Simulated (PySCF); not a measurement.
F₃PSi (silicon trifluorophosphine complex F3P-Si) (triplet)

Input

```
{"job": {"kind": "epr"}, "charge": 0, "multiplicity": 3}
F      0.224815     0.886779    -0.245843
P     -0.323080    -0.426047     0.568486
F     -0.706146    -1.279655    -0.715699
F     -1.768904     0.179915     0.854183
Si     2.606859     0.605058    -0.498957
```

Launched as:

```sh
OMP_NUM_THREADS=1 python probes_run.py task.json out
```

Geometry: PBE0-D3(BJ)/def2-SVP; at this geometry the atoms fall into two loosely joined parts.

These are results of UKS B3LYP, IGLO-III on F P Si, non-relativistic, mean-field spin-orbit, GIAO in PySCF 2.14.0, density-fitted response routines, not measurements.

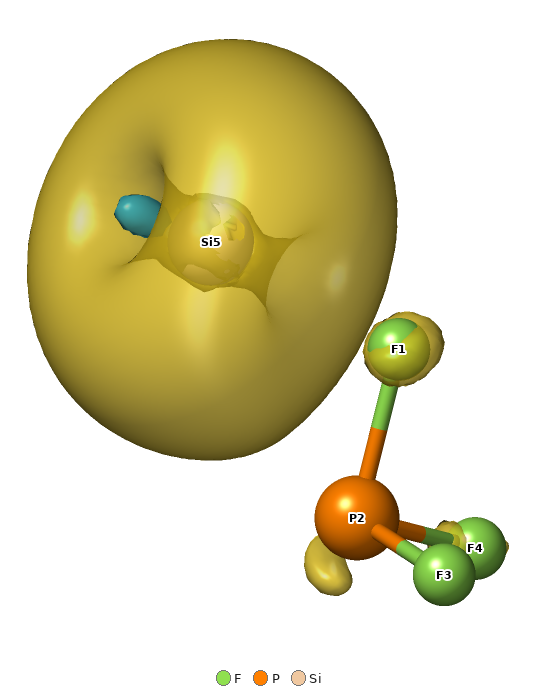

Figure 1. Isosurfaces of the spin density (α minus β) at +0.02 (yellow) and −0.02 e/Å³ (cyan), seen at an oblique angle.

Question: Describe the spin distribution.

Answer: The unpaired spin (2 electrons) lies mostly on Si5 (about 1.9) and P2 (about 0.1), in electrons by Hirshfeld's partition.

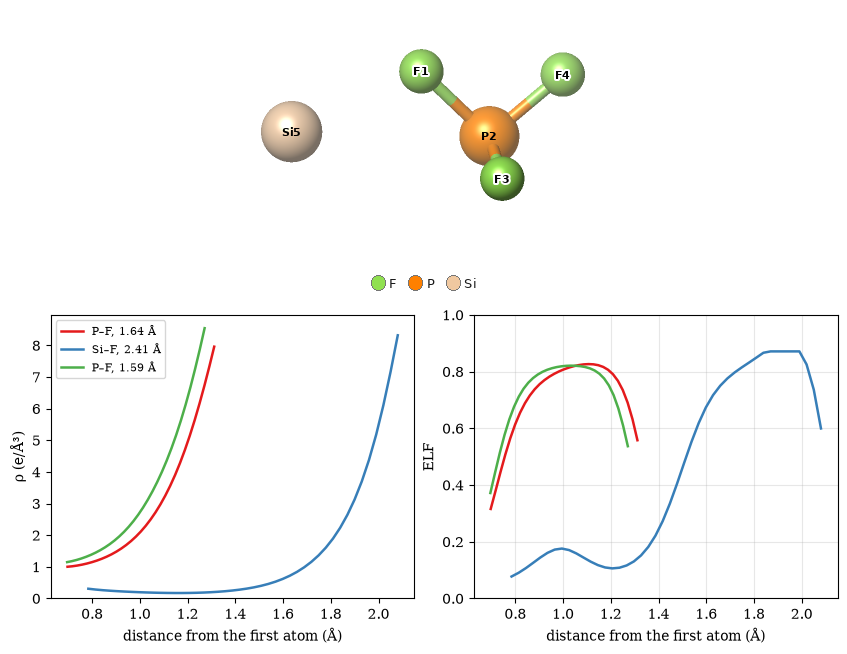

Figure 2. Total electron density and ELF along straight lines between neighbouring atoms. The curves leave out the atomic cores. The structure is drawn too.

Question: Compare the contacts.

Answer: P–F (1.64 Å): the density is about 1.2 e/Å³ at the midpoint; the ELF peaks at about 0.85 in the valence shell of F, 0.5 Å from its nucleus, and is about 0.65 at the midpoint.
Si5···F1 (2.41 Å): the density falls to about 0.17 e/Å³ on the way; the ELF is about 0.10 at the midpoint.
P–F (1.59 Å): ρ at the midpoint is about 1.4 e/Å³; the ELF peaks at about 0.80 between the atoms, as expected for a shared but strongly polarised pair.
